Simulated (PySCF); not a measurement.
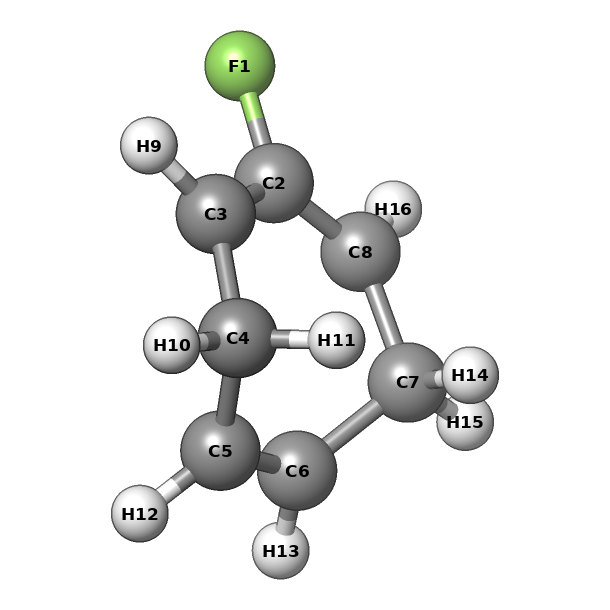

State: neutral, doublet. The geometry was computed by an optimisation with GFN2-xTB. No frequency run is at hand to confirm it as a minimum. Method: UKS B3LYP, pcH-1 on C F H, non-relativistic (PySCF 2.14.0). Fermi-contact and spin-dipolar terms alone, no spin-orbit part.

**Which nucleus has the largest dipolar (anisotropic) hyperfine coupling?**

13C at C3, C8: principal values −50.6, −48.9, 99.6 MHz.

List the isotropic and dipolar parts for the most strongly coupled nuclei, one of each equivalent set.

```json
{"atom": "C3", "isotope": "13C", "a_iso (MHz)": "54.9", "dipolar part (MHz)": "−50.6, −48.9, 99.6"}
{"atom": "F1", "isotope": "19F", "a_iso (MHz)": "−31.3", "dipolar part (MHz)": "−75.6, 27.3, 48.3"}
{"atom": "C2", "isotope": "13C", "a_iso (MHz)": "−54.0", "dipolar part (MHz)": "−30.7, 12.6, 18.1"}
{"atom": "H9", "isotope": "1H", "a_iso (MHz)": "−40.9", "dipolar part (MHz)": "−24.4, −0.2, 24.6"}
{"atom": "H10", "isotope": "1H", "a_iso (MHz)": "4.1", "dipolar part (MHz)": "−2.8, −2.7, 5.5"}
{"atom": "H11", "isotope": "1H", "a_iso (MHz)": "92.4", "dipolar part (MHz)": "−3.5, −1.6, 5.2"}
{"atom": "C5", "isotope": "13C", "a_iso (MHz)": "24.0", "dipolar part (MHz)": "−2.3, −2.0, 4.4"}
{"atom": "H12", "isotope": "1H", "a_iso (MHz)": "7.9", "dipolar part (MHz)": "−2.0, −1.4, 3.4"}
```
